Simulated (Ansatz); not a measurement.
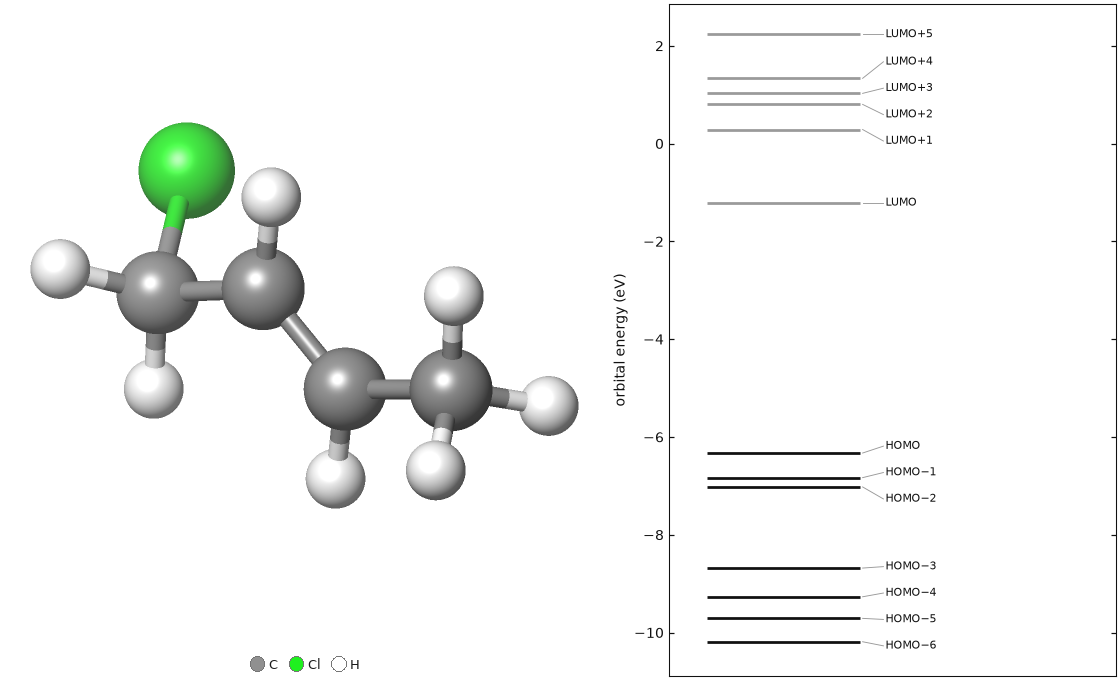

C₄H₇Cl, SMILES C/C=C/CCl. Kohn-Sham orbital energies near the frontier, PBE/def2-TZVPP, the Ansatz code, at a PBE0-D4/def2-TZVP geometry (a minimum by its frequencies), isolated molecule; empty levels in grey, levels within 0.03 eV side by side.

Question: Where do the frontier orbitals lie?

Answer: HOMO at −6.33 eV, LUMO at −1.21 eV, 5.12 eV apart.

Question: How far below the HOMO does the next level lie?

Answer: 0.50 eV.

Question: List the levels.

Answer:
| orbital | energy (eV) |
| --- | --- |
| LUMO+5 | 2.23 |
| LUMO+4 | 1.34 |
| LUMO+3 | 1.03 |
| LUMO+2 | 0.80 |
| LUMO+1 | 0.29 |
| LUMO | −1.21 |
| HOMO | −6.33 |
| HOMO−1 | −6.83 |
| HOMO−2 | −7.02 |
| HOMO−3 | −8.68 |
| HOMO−4 | −9.27 |
| HOMO−5 | −9.71 |
| HOMO−6 | −10.19 |

Note: one conformer of a flexible molecule; empty levels above zero depend strongly on the basis.
